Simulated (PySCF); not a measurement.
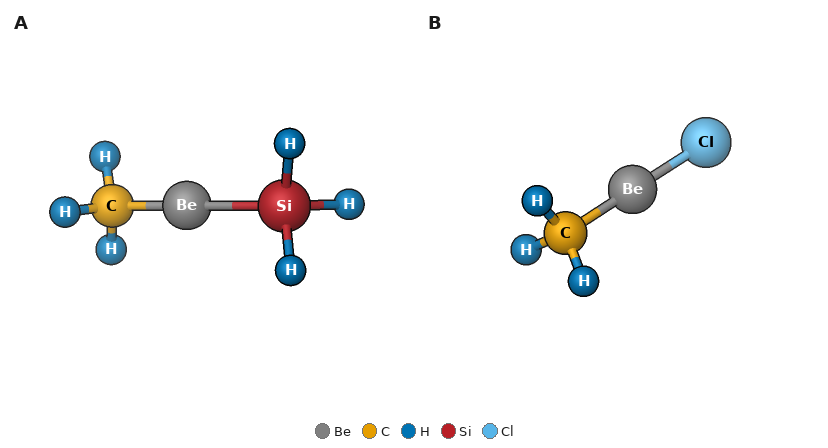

Two related species, optimised with PBE0-D3(BJ)/def2-SVP; properties computed with PySCF 2.14.0. Both: charge 0, singlet.

Identify both.

Answer. A is BeMe(SiH3), B is BeMeCl.

Compare them. With PBE0/pcSseg-1: dipole moment (D), HOMO–LUMO gap (eV), HOMO energy (Kohn–Sham orbital) (eV), shielding of C (ppm), Hirshfeld charge of C (e), IAO charge of C (e). With CAM-B3LYP/def2-SVPD: lowest vertical singlet excitation (eV), mean static polarisability (bohr³). With PBE0-D3(BJ)/def2-SVP: mean C–Be length (Å), mean C–H length (Å).

| quantity | A | B |
| --- | --- | --- |
| dipole moment (D) | 1.23 | 1.47 |
| HOMO–LUMO gap (eV) | 6.83 | 9.23 |
| HOMO energy (Kohn–Sham orbital) (eV) | −7.74 | −9.09 |
| shielding of C (ppm) | 187.2 | 200.4 |
| Hirshfeld charge of C (e) | −0.29 | −0.28 |
| IAO charge of C (e) | −1.15 | −1.11 |
| lowest vertical singlet excitation (eV) | 5.46 | 7.73 |
| mean static polarisability (bohr³) | 61.4 | 41.3 |
| mean C–Be length (Å) | 1.676 | 1.667 |
| mean C–H length (Å) | 1.105 | 1.104 |

Each is one conformer, and no frequency run is at hand to confirm it as a minimum.
